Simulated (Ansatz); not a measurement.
# A ladder of methods for GeCl2 (SMILES Cl[Ge]Cl)

GeCl2 has 3 atoms, charge 0, and is taken as a singlet. As SMILES, `Cl[Ge]Cl`. The shape was relaxed beforehand at wB97X-V/def2-SVP.

```xyz
3

Cl   -0.0642   -1.6779    0.4238
Ge   -0.4223    0.0673   -0.8341
Cl    0.4865    1.6106    0.4103
```

Each level gives the adiabatic electron affinity (to the doublet anion, shapes relaxed at wB97X-V/def2-SVP, no zero-point term) (eV). The values are calculated.

The electron affinity is E(neutral) − E(anion): positive where the electron is bound.

```json
{"level": "SVWN5/def2-TZVPP", "kind": "LDA", "program": "Ansatz", "value (eV)": "1.20", "less CCSD(T)/def2-TZVPP": "0.00"}
{"level": "B3LYP/def2-TZVPP", "kind": "global hybrid", "program": "Ansatz", "value (eV)": "1.35", "less CCSD(T)/def2-TZVPP": "+0.15"}
{"level": "PBE0-D4/def2-TZVPP", "kind": "global hybrid", "program": "Ansatz", "value (eV)": "1.34", "less CCSD(T)/def2-TZVPP": "+0.14"}
{"level": "CAM-B3LYP/def2-TZVPP", "kind": "range-separated hybrid", "program": "Ansatz", "value (eV)": "1.38", "less CCSD(T)/def2-TZVPP": "+0.18"}
{"level": "wB97M-V/def2-TZVPP", "kind": "range-separated hybrid", "program": "Ansatz", "value (eV)": "1.24", "less CCSD(T)/def2-TZVPP": "+0.04"}
{"level": "B2PLYP/def2-TZVPP", "kind": "double hybrid", "program": "Ansatz", "value (eV)": "1.24", "less CCSD(T)/def2-TZVPP": "+0.04"}
{"level": "MP2/def2-TZVPP", "kind": "perturbation theory", "program": "Ansatz", "value (eV)": "1.16", "less CCSD(T)/def2-TZVPP": "-0.04"}
{"level": "CCSD(T)/def2-TZVPP", "kind": "coupled cluster or CI", "program": "Ansatz", "value (eV)": "1.20", "less CCSD(T)/def2-TZVPP": "0.00"}
```

Differences are taken from CCSD(T)/def2-TZVPP for orientation; it has basis-set and higher-order errors of its own. All-electron rows without a relativistic Hamiltonian named are non-relativistic. The values span 1.16 to 1.38 eV. In the correlated wave-function rows the outer d shell of Ge is correlated, in sets not made for it.

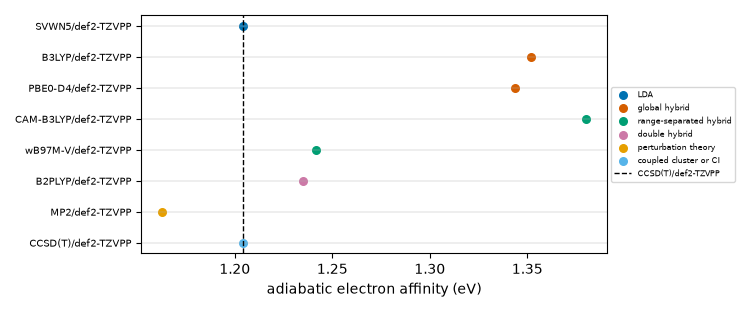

The values of the table, level by level.
